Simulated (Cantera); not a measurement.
Feed: 1 mol B2O3, 0.12 mol H2O, 3.9 mol H2, at 0.975 Torr.

Method: chemical equilibrium by Gibbs-energy minimisation in Cantera with the NASA 1993 tables (ideal gas, pure condensed phases). Candidate condensed phases: B, B2O3, B3O3H3, H2O; 23 gas species. Kinetics and transport are ignored.

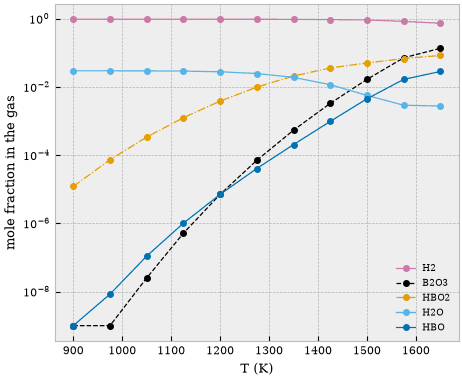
Fig. 1. Equilibrium gas composition (values under 1e-9 drawn at 1e-9)

From 900 K to 1575 K the condensed part is B2O3(l). At 1650 K nothing is condensed. The main B-bearing gas is (HBO2)3 at 900 K and B2O3 at 1650 K.
